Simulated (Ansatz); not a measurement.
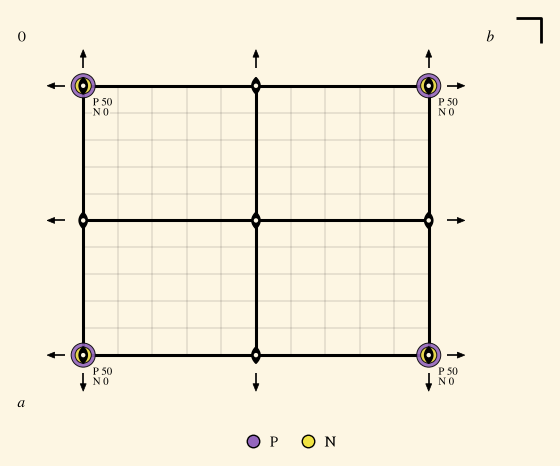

Plan of a unit cell projected along c (a down the page, b across); the numbers are heights in hundredths of c, and atoms on the cell's edges are repeated. The grid marks tenths of a and b. The symmetry elements are drawn over the atoms. Symbols follow the International Tables: origin at the upper left, the third axis towards the viewer; heavy, dashed, dotted, dash-dotted and dash-dot-dot lines are mirror, in-plane glide, out-of-plane glide, diagonal (n; with arrows d) and double (e) glide planes seen edge on; arrows at the rim are 2 (full head) and 2₁ (half head) axes in the plane; the corner sign is a plane parallel to the page; fractions are heights. Handed screw axes carry their printed symbol instead of tails. Source: the end point of a relaxation with DFT PBE+D3(BJ), scalar-relativistic, plane waves, PAW (Ansatz 0.2.0); the starting structure was generated, so it need not be a known form of this composition. All values are computed from the atomic coordinates in the standard setting (tolerance 0.002 Å).

a = 2.282 Å, b = 2.927 Å, c = 3.371 Å, α = 90.00°, β = 90.00°, γ = 90.00°.

What does the cell contain?

Answer. 1 P, 1 N: PN, Z = 1.

Which space group?

Answer. Pmmm (No. 47), primitive orthorhombic.

Give the independent sites, coordinates to two places.

Answer.
```
atom  site  symmetry     x     y     z
   P    1c       mmm  0.00  0.00  0.50
   N    1a       mmm  0.00  0.00  0.00
```
